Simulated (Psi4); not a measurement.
BaS (charge +1): single-point calculation

BaS, charge +1, multiplicity 2, computed with DSD-PBEP86/def2-TZVP, UKS, core potentials def2 (Psi4 1.11).

The geometry is that of the parent species in another charge or spin state.

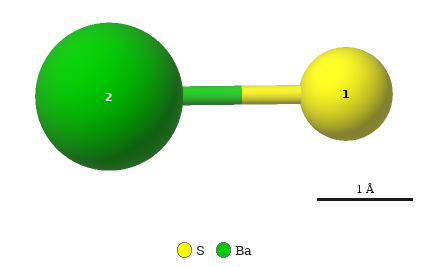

**Figure 1.** The structure as given in the input (ball-and-stick view, seen on its broad side; atoms are numbered from 1 in the order of the input). Sticks mark near contacts. Bond lengths as drawn: Ba–S 2.51 Å.

Summary:

- outcome: converged
- total energy: −423.067792 hartree
- SCF energy: −422.913200 hartree
- basis functions: 77
- ⟨S²⟩: 0.760
- hardware: 1 thread of Intel Xeon (Sapphire Rapids), 64 GiB of memory available, shared host
- wall time: 9.9 s
- peak memory: 0.51 GiB

The input (run.py):
```python
import numpy as np
from ase.calculators.psi4 import Psi4
from ase.io import read

a = read('bas.xyz')
calc = Psi4(atoms=a, method='dsd-pbep86', basis='def2-TZVP', memory='1600MB', num_threads=1, charge=1, multiplicity=2, label='bas', reference='uks')
calc.psi4.set_options({'puream': True, 'e_convergence': 1e-09, 'd_convergence': 1e-08, 'scf_type': 'pk', 'dft_radial_points': 99, 'dft_spherical_points': 590, 'num_frozen_docc': 5, 'maxiter': 200})
a.calc = calc

print(f'energy: {a.get_potential_energy():.6f} eV')
```

File bas.xyz:
```
2
BaS
S      0.000000     0.000000     0.000000
Ba     0.000000     0.000000     2.507400
```

Run as:
```bash
python run.py
```

Output:
```
=> Loading Basis Set <=

    Name: DEF2-TZVP
    Role: ORBITAL
    Keyword: BASIS

    !!!  WARNING: ECP capability is in beta. Please check occupations closely.  !!!

         ---------------------------------------------------------
                                   SCF
                              UKS Reference
                        1 Threads,   1525 MiB Core
         ---------------------------------------------------------

  ==> Geometry <==

    Molecular point group: c1
    Full point group: C_inf_v

    Geometry (in Angstrom), charge = 1, multiplicity = 2:

       Center              X                  Y                   Z               Mass
    ------------   -----------------  -----------------  -----------------  -----------------
         S            0.000000000000     0.000000000000    -2.035490199891    31.972071174400
         BA           0.000000000000     0.000000000000     0.471909800109   137.905247000000

  Running in c1 symmetry.

  Rotational constants: A = ************  B =      0.10331  C =      0.10331 [cm^-1]
  Rotational constants: A = ************  B =   3097.08975  C =   3097.08975 [MHz]
  Nuclear repulsion =   33.767390008454974

  Charge       = 1
  Multiplicity = 2
  Electrons    = 25
  Nalpha       = 13
  Nbeta        = 12

  ==> Algorithm <==

  SCF Algorithm Type is PK.
  DIIS enabled.
  MOM disabled.
  Fractional occupation disabled.
  Guess Type is SAD.
  Energy threshold   = 1.00e-09
  Density threshold  = 1.00e-08
  Integral threshold = 1.00e-12

  ==> Primary Basis <==

  Basis Set: DEF2-TZVP
    Blend: DEF2-TZVP
    Number of shells: 27
    Number of basis functions: 77
    Number of Cartesian functions: 88
    Spherical Harmonics?: true
    Max angular momentum: 3

  Core potential: DEF2-TZVP
    Number of shells: 4
    Number of ECP primitives: 10
    Number of ECP core electrons: 46
    Max angular momentum: 3

  ==> DFT Potential <==

   => LibXC <=

    Version 7.1.2

   => Composite Functional: DSD-PBEP86 <=

    DSD-PBEP86 SCS Double Hybrid XC Functional (not dispersion corrected)

    Deriv               =              1
    GGA                 =           TRUE
    Meta                =          FALSE

    Exchange Hybrid     =           TRUE
    MP2 Hybrid          =           TRUE

   => Exchange Functionals <=

    0.2800     XC_GGA_X_PBE

   => Exact (HF) Exchange <=

    0.7200               HF

   => Correlation Functionals <=

    0.4400     XC_GGA_C_P86

   => MP2 Correlation <=

    MP2 SCS Hybrid      =           TRUE
    MP2 OS Alpha        =       0.510000
    MP2 SS Alpha        =       0.360000

   => LibXC Density Thresholds  <==

    XC_GGA_C_P86:  1.00E-15
    XC_GGA_X_PBE:  1.00E-15

   => Molecular Quadrature <=

    Radial Scheme          =       TREUTLER
    Pruning Scheme         =           NONE
    Nuclear Scheme         =       TREUTLER

    Blocking Scheme        =         OCTREE
    BS radius alpha        =              1
    Pruning alpha          =              1
    Radial Points          =             99
    Spherical Points       =            590
    Total Points           =         111978
    Total Blocks           =           1006
    Max Points             =            256
    Max Functions          =             76
    Weights Tolerance      =       1.00E-15

  ==> Integral Setup <==

  Using in-core PK algorithm.
   Calculation information:
      Number of atoms:                   2
      Number of AO shells:              27
      Number of primitives:             50
      Number of atomic orbitals:        88
      Number of basis functions:        77

      Integral cutoff                 1.00e-12
      Number of threads:                 1

  Performing in-core PK
  Using 9021012 doubles for integral storage.
  We computed 68534 shell quartets total.
  Whereas there are 71631 unique shell quartets.

  ==> DiskJK: Disk-Based J/K Matrices <==

    J tasked:                  Yes
    K tasked:                  Yes
    wK tasked:                  No
    Memory [MiB]:              939
    Schwarz Cutoff:          1E-12

  Cached 100.0% of DFT collocation blocks in 0.200 [GiB].

  Minimum eigenvalue in the overlap matrix is 1.2928419285E-02.
  Reciprocal condition number of the overlap matrix is 3.3123838630E-03.
    Using symmetric orthogonalization.

  ==> Pre-Iterations <==

  SCF Guess: Superposition of Atomic Densities via on-the-fly atomic UHF (no occupation information).

   -------------------------
    Irrep   Nso     Nmo
   -------------------------
     A         77      77
   -------------------------
    Total      77      77
   -------------------------

  ==> Iterations <==

                        Total Energy        Delta E     RMS |[F,P]|

   @UKS iter SAD:  -422.77358894067623   -4.22774e+02   0.00000e+00
   @UKS iter   1:  -422.82162175034728   -4.80328e-02   5.01826e-03 DIIS/ADIIS
   @UKS iter   2:  -422.87438059824262   -5.27588e-02   3.38027e-03 DIIS/ADIIS
   @UKS iter   3:  -422.91222210546994   -3.78415e-02   3.95530e-04 DIIS/ADIIS
   @UKS iter   4:  -422.91311681555305   -8.94710e-04   1.23959e-04 DIIS/ADIIS
   @UKS iter   5:  -422.91319247466498   -7.56591e-05   3.46197e-05 DIIS
   @UKS iter   6:  -422.91319932839048   -6.85373e-06   7.09337e-06 DIIS
   @UKS iter   7:  -422.91319971194014   -3.83550e-07   1.88725e-06 DIIS
   @UKS iter   8:  -422.91319974818248   -3.62423e-08   7.64689e-07 DIIS
   @UKS iter   9:  -422.91319975937733   -1.11949e-08   3.26953e-07 DIIS
   @UKS iter  10:  -422.91319976213742   -2.76009e-09   8.32912e-08 DIIS
   @UKS iter  11:  -422.91319976231574   -1.78318e-10   3.04458e-08 DIIS
   @UKS iter  12:  -422.91319976233950   -2.37605e-11   1.13022e-08 DIIS
   @UKS iter  13:  -422.91319976234172   -2.21689e-12   2.08486e-09 DIIS
  Energy and wave function converged.

  ==> Post-Iterations <==

   Electrons on quadrature grid:
      Nalpha   =   13.0000000145 ; deviation = 1.449e-08
      Nbeta    =   12.0000000035 ; deviation = 3.492e-09
      Ntotal   =   25.0000000180 ; deviation = 1.799e-08

   @Spin Contamination Metric:   9.936795947E-03
   @S^2 Expected:                7.500000000E-01
   @S^2 Observed:                7.599367959E-01
   @S   Expected:                5.000000000E-01
   @S   Observed:                5.000000000E-01

    Orbital Energies [Eh]
    ---------------------

    Alpha Occupied:

       1A    -90.997671     2A     -8.734148     3A     -6.521961
       4A     -6.503857     5A     -6.503857     6A     -1.714864
       7A     -1.101810     8A     -1.041172     9A     -1.041172
      10A     -0.925557    11A     -0.537416    12A     -0.483581
      13A     -0.483581

    Alpha Virtual:

      14A     -0.180598    15A     -0.137123    16A     -0.137122
      17A     -0.131741    18A     -0.131741    19A     -0.129135
      20A     -0.085895    21A     -0.085895    22A     -0.054475
      23A     -0.043982    24A     -0.028417    25A     -0.028417
      26A     -0.009883    27A     -0.009883    28A     -0.004827
      29A     -0.004247    30A     -0.004240    31A      0.038904
      32A      0.167605    33A      0.169638    34A      0.169638
      35A      0.186033    36A      0.186034    37A      0.189498
      38A      0.189498    39A      0.306203    40A      0.315706
      41A      0.315706    42A      0.349356    43A      0.361391
      44A      0.361392    45A      0.430732    46A      0.430732
      47A      0.478389    48A      0.478391    49A      0.481267
      50A      0.481267    51A      0.524777    52A      0.640338
      53A      0.762550    54A      1.550059    55A      1.550059
      56A      1.569304    57A      1.569304    58A      1.576835
      59A      1.689334    60A      1.689334    61A      1.706396
      62A      1.706396    63A      1.724583    64A      1.724583
      65A      1.844783    66A      1.928091    67A      1.928091
      68A      1.979211    69A      5.361097    70A      5.361097
      71A      8.928031    72A      9.187814    73A      9.187814
      74A      9.983731    75A     18.582059    76A     25.970795
      77A    256.542849

    Beta Occupied:

       1A    -90.989565     2A     -8.726355     3A     -6.499109
       4A     -6.499109     5A     -6.490410     6A     -1.708983
       7A     -1.065735     8A     -1.037411     9A     -1.037411
      10A     -0.857475    11A     -0.467091    12A     -0.467091

    Beta Virtual:

      13A     -0.211931    14A     -0.177609    15A     -0.136464
      16A     -0.136464    17A     -0.129467    18A     -0.129467
      19A     -0.114376    20A     -0.082143    21A     -0.082143
      22A     -0.050776    23A     -0.042568    24A     -0.027408
      25A     -0.027408    26A     -0.008325    27A     -0.008325
      28A     -0.003981    29A     -0.003972    30A      0.000553
      31A      0.055672    32A      0.182053    33A      0.182053
      34A      0.187269    35A      0.187269    36A      0.189048
      37A      0.191495    38A      0.191495    39A      0.323638
      40A      0.323638    41A      0.334230    42A      0.365306
      43A      0.365306    44A      0.403065    45A      0.474494
      46A      0.474494    47A      0.479853    48A      0.479855
      49A      0.484039    50A      0.484039    51A      0.539803
      52A      0.657659    53A      0.787342    54A      1.552790
      55A      1.552791    56A      1.596239    57A      1.596239
      58A      1.617415    59A      1.718113    60A      1.718113
      61A      1.725765    62A      1.725765    63A      1.751317
      64A      1.751317    65A      1.893802    66A      1.936392
      67A      1.936392    68A      2.030252    69A      5.362515
      70A      5.362515    71A      8.954731    72A      9.192659
      73A      9.192659    74A      9.995138    75A     18.593125
      76A     25.971841    77A    256.544068

    Final Occupation by Irrep:
              A
    DOCC [    12 ]
    SOCC [     1 ]
    NA   [    13 ]
    NB   [    12 ]

  @UKS Final Energy:  -422.91319976234172

   => Energetics <=

    Nuclear Repulsion Energy =             33.7673900084549743
    One-Electron Energy =                -655.0152744069222308
    Two-Electron Energy =                 206.6689779950291950
    DFT Exchange-Correlation Energy =      -8.3342933589036754
    Empirical Dispersion Energy =           0.0000000000000000
    VV10 Nonlocal Energy =                  0.0000000000000000
    Total Energy =                       -422.9131997623417192

  UHF NO Occupations:
  HONO-2 :   11  A 1.9995409
  HONO-1 :   12  A 1.9963282
  HONO-0 :   13  A 1.0000000
  LUNO+0 :   14  A 0.0036718
  LUNO+1 :   15  A 0.0004591
  LUNO+2 :   16  A 0.0004591
  LUNO+3 :   17  A 0.0003625

Computation Completed

Properties will be evaluated at   0.000000,   0.000000,   0.000000 [a0]

Properties computed using the SCF density matrix

 Multipole Moments:

 ------------------------------------------------------------------------------------
     Multipole            Electronic (a.u.)      Nuclear  (a.u.)        Total (a.u.)
 ------------------------------------------------------------------------------------

 L = 1.  Multiply by 2.5417464519 to convert [e a0] to [Debye]
 Dipole X            :          0.0000018            0.0000000            0.0000018
 Dipole Y            :         -0.0000009            0.0000000           -0.0000009
 Dipole Z            :         55.5328924          -52.6265014            2.9063910
 Magnitude           :                                                    2.9063910

 ------------------------------------------------------------------------------------

	total time  =          8 seconds =       0.13 minutes

   => Loading Basis Set <=

    Name: (DEF2-TZVP AUX)
    Role: RIFIT
    Keyword: DF_BASIS_MP2

	 --------------------------------------------------------
	                          DF-MP2
	      2nd-Order Density-Fitted Moller-Plesset Theory
	              UMP2 Wavefunction,   1 Threads

	 --------------------------------------------------------

	 --------------------------------------------------------
	                 NBF =    77, NAUX =   222
	 --------------------------------------------------------
	   CLASS    FOCC     OCC    AOCC    AVIR     VIR    FVIR
	   ALPHA       5      13       8      64      64       0
	    BETA       5      12       7      65      65       0
	 --------------------------------------------------------

	-----------------------------------------------------------
	 ==================> DF-MP2 Energies <====================
	-----------------------------------------------------------
	 Reference Energy          =    -422.9131997623417192 [Eh]
	 Singles Energy            =      -0.0000000000000000 [Eh]
	 Same-Spin Energy          =      -0.0845511170288417 [Eh]
	 Opposite-Spin Energy      =      -0.2434382864612650 [Eh]
	 Correlation Energy        =      -0.3279894034901067 [Eh]
	 Total Energy              =    -423.2411891658318268 [Eh]
	-----------------------------------------------------------
	 ================> DF-SCS-MP2 Energies <==================
	-----------------------------------------------------------
	 SCS Same-Spin Scale       =       0.3600000000000000 [-]
	 SCS Opposite-Spin Scale   =       0.5100000000000000 [-]
	 SCS Same-Spin Energy      =      -0.0304384021303830 [Eh]
	 SCS Opposite-Spin Energy  =      -0.1241535260952452 [Eh]
	 SCS Correlation Energy    =      -0.3203096494297986 [Eh]
	 SCS Total Energy          =    -423.2335094117715357 [Eh]
	-----------------------------------------------------------

    DSD-PBEP86 Energy Summary
    -------------------------
    DFT Reference Energy                  =  -422.9131997623417192
    Scaled MP2 Correlation                =    -0.1545919282256282
    @Final double-hybrid DFT total energy =  -423.0677916905673328

	total time  =          0 seconds =       0.00 minutes
```

Standard output:
```
Memory set to   1.490 GiB by Python driver.
  Threads set to 1 by Python driver.

  Memory set to   1.490 GiB by Python driver.
  Threads set to 1 by Python driver.
energy: -11512.260994 eV
```
